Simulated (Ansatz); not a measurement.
**C2H8B2Si: density, localisation and related maps**

```yaml
atoms:
  - { symbol: B, position_ang: [0.8431, 1.6067, 0.6558] }
  - { symbol: B, position_ang: [-0.3923, 1.0386, 1.3177] }
  - { symbol: C, position_ang: [-1.1096, -0.2963, 1.2221] }
  - { symbol: Si, position_ang: [0.5249, -0.3946, 0.1674] }
  - { symbol: C, position_ang: [0.1951, -0.8560, -1.6128] }
  - { symbol: H, position_ang: [-0.4445, 1.8482, 0.2335] }
  - { symbol: H, position_ang: [1.6298, 2.4416, 0.3766] }
  - { symbol: H, position_ang: [-1.1027, -0.9213, 2.1116] }
  - { symbol: H, position_ang: [-2.0279, -0.4012, 0.6498] }
  - { symbol: H, position_ang: [1.5251, -1.2632, 0.8323] }
  - { symbol: H, position_ang: [-0.0995, -1.9046, -1.6978] }
  - { symbol: H, position_ang: [1.0864, -0.6968, -2.2232] }
  - { symbol: H, position_ang: [-0.6075, -0.2358, -2.0184] }
```

Geometry: PBE0-D4/def2-TZVP.

All numbers below come from RKS PBE0-D4/def2-TZVPP (Ansatz).

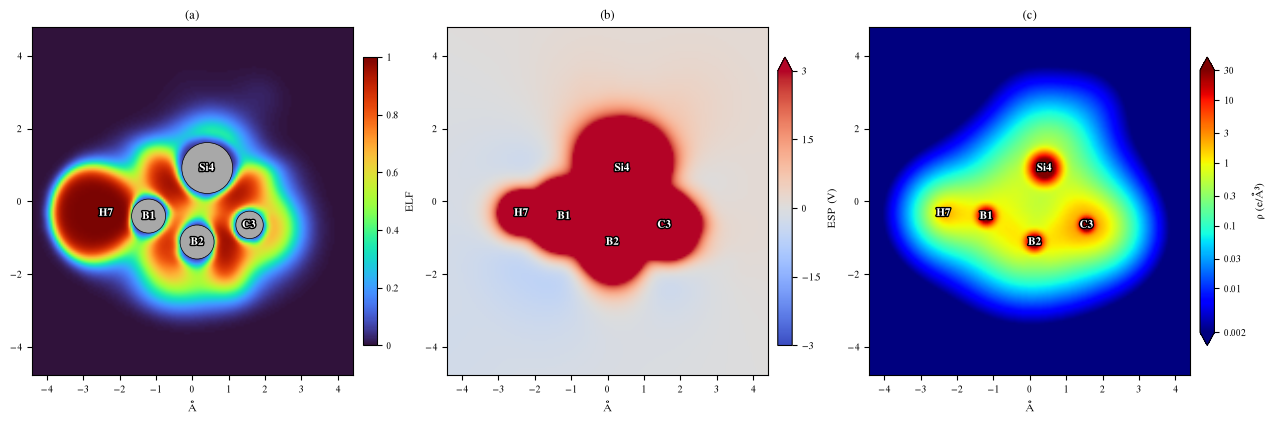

Figure 1. (a) ELF; (b) electrostatic potential; (c) total electron density on the plane of atoms B1, Si4 and C3. Grey discs cover the atomic cores in the ELF map.

Question: What do the fields say about this system?

Answer: Atoms in the plane: B, C, Si and H.
B–B (1.51 Å): ρ is about 1.2 e/Å³ halfway; the ELF peaks at about 0.80 between the atoms; localised, covalent bonding.
C–B (1.52 Å): ρ is about 1.5 e/Å³ halfway; the ELF peaks at about 0.95 between the atoms (a covalent bond).
Si–B (2.05 Å): ρ at the midpoint is about 0.57 e/Å³; the ELF reaches about 0.55 near the midpoint.
C–Si (1.95 Å): ρ is about 0.81 e/Å³ halfway; the ELF peaks at about 0.90 between the atoms; a shared electron pair.
B–H (1.18 Å): ρ is about 1.3 e/Å³ halfway; the ELF climbs to about 1 towards the hydrogen, as it does in any bond to H (an ordinary covalent bond to hydrogen).
Outside the dense part of the molecule the potential is most negative (−0.6 V) near H6, which lies off the plane.

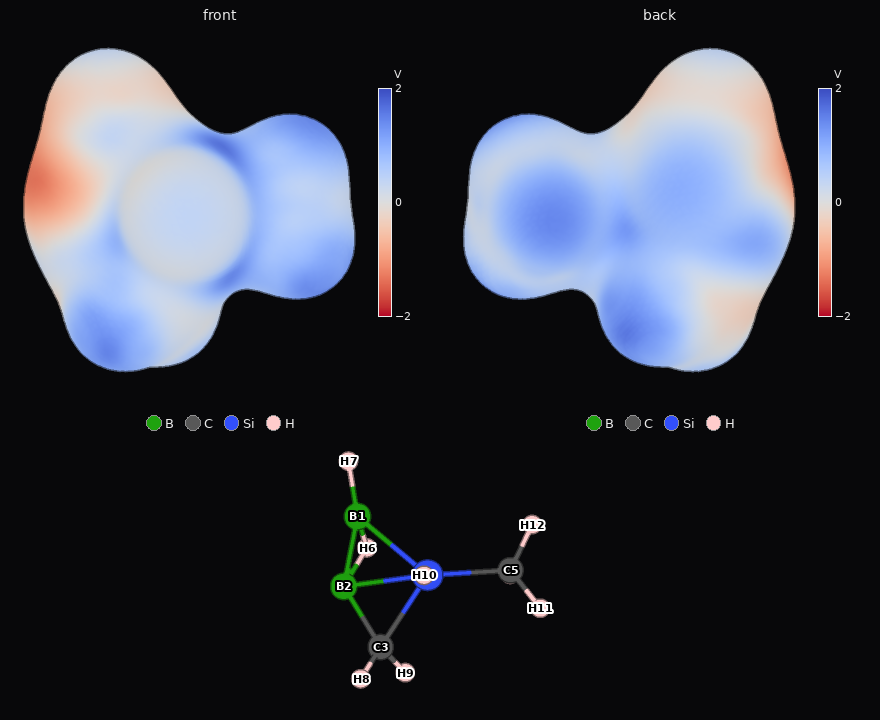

Figure 2. The electrostatic potential painted on the density surface at 0.004 e/bohr³, seen from the front and from behind; the colour scale runs from red (negative) to blue (positive). The bare structure is drawn below in the same view.

Question: Which sites attract a positive test charge, and which a negative one?

Answer: A positive charge is drawn to the negative regions and a negative charge to the positive ones. The most negative region (about −1.3 V) lies over H7, the most positive (about +1.5 V) over Si4 and H9.

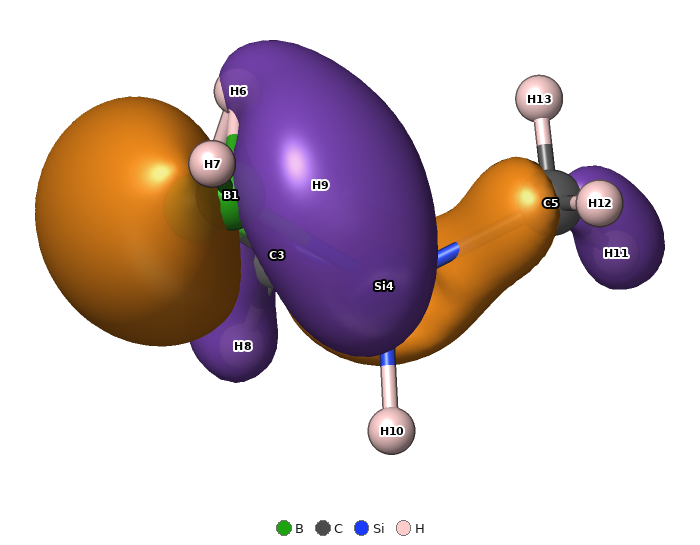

Figure 3. The HOMO at ±0.1 Å⁻³ᐟ² (orange and purple are the two phases), seen from one side.

Question: Describe this orbital and give its energy.

Answer: Its weight (Hirshfeld) is mainly on B1 (about 35 %), B2 (about 25 %), Si4 (about 20 %) and C3 (about 5 %). Its energy is −6.79 eV.
